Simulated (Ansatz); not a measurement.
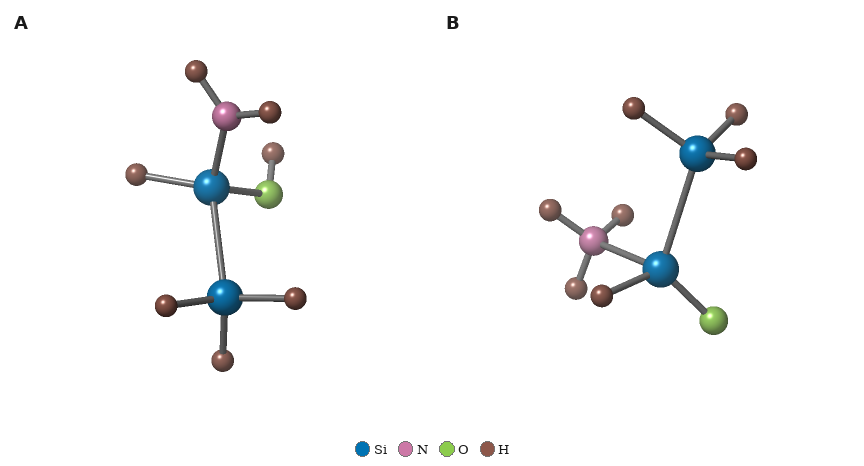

2 stationary structures of one formula. Geometries: PBE0-D4/def2-TZVP. Electronic energies: CCSD(T)/CBS (MP2 limit from def2-TZVPP and def2-QZVPP plus CCSD(T) − MP2) (Ansatz 0.2.0), without zero-point energy. Each is one conformer, not always the lowest.

### Rank them by energy, lowest first.

A is lowest (a minimum); B lies 1.324 eV above it (a minimum).

Give E(B) − E(A) in eV at these levels too: ωB97X-V/def2-TZVPP; r2SCAN-D4/def2-TZVPP; B2PLYP (frozen core)/def2-TZVPP; B3LYP-D4/def2-TZVPP; CAM-B3LYP-D4/def2-TZVPP; PBE0-D4/def2-TZVPP; ωB97M-V/def2-TZVPP; RHF/STO-3G.

```
                          level  E(B) − E(A) (eV)
             ωB97X-V/def2-TZVPP            +1.362
           r2SCAN-D4/def2-TZVPP            +1.250
B2PLYP (frozen core)/def2-TZVPP            +1.280
            B3LYP-D4/def2-TZVPP            +1.284
        CAM-B3LYP-D4/def2-TZVPP            +1.375
             PBE0-D4/def2-TZVPP            +1.310
             ωB97M-V/def2-TZVPP            +1.346
                     RHF/STO-3G            +3.531
```
